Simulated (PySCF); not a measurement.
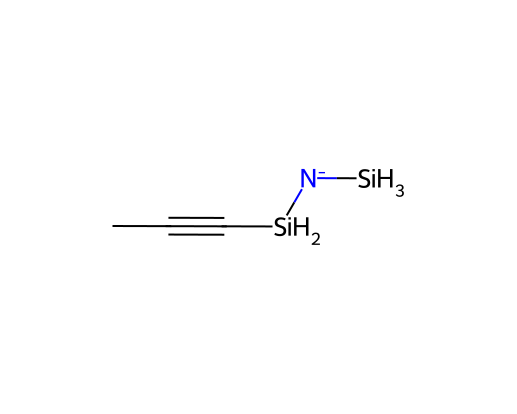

State: charge −1, singlet. The computed structure is the end point of a GFN2-xTB optimisation. No frequency run is at hand to confirm it as a minimum. Method: PBE0/pcSseg-1, gas phase (PySCF 2.14.0).

What is the HOMO energy (Kohn–Sham orbital)?

−1.48 eV.

The geometry is semi-empirical. Around Si such bond lengths and angles can be off by a tenth of an ångström or more and by several degrees, and values that hang on the shape move with them.
